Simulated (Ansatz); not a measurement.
hcp Gd was calculated with PBEsol in Ansatz (plane waves, PAW).

Run with plane-wave cutoff 520 eV, 18×18×10 k mesh (along the axes of the cell as run), Fermi–Dirac smearing 0.05 eV, spin-polarised with parallel moments, scalar-relativistic PAW data made under PBE.

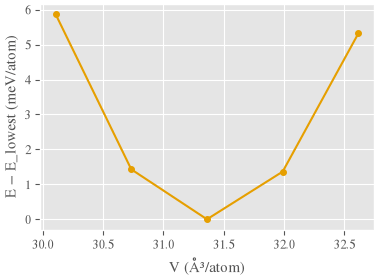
Fig. 1. Total energy against volume

Problem. From the curve, estimate the equilibrium volume and the bulk modulus.

Solution. V0 ≈ 31.4 Å³/atom and B0 ≈ 36 GPa; the fit gives V0 = 31.360 Å³/atom, B0 = 35.7 GPa, B′ = 2.8.

Shape and atoms are relaxed at each volume.

Measured, for comparison: bulk modulus 37.9 GPa (room temperature, not corrected to a static lattice; as tabulated in Wikipedia's data pages); equilibrium volume per atom 33.05 Å³/atom (room temperature, not corrected to a static lattice; as tabulated in Söderlind et al. (2014), doi:10.1088/0953-8984/26/41/416001). Computed (rounded) less measured: bulk modulus -6 %, equilibrium volume per atom -5.1 %.

Note: the 4f shell is treated without U or exact exchange, so its levels and filling can be wrong; the collinear magnetic order is the start's and need not be the measured one; the bulk modulus comes from volumes at which shape and atoms were relaxed.

Spin–orbit coupling is not included.

The computed numbers hold no vibrational or temperature effects.

Ansatz is a program for electronic structure.
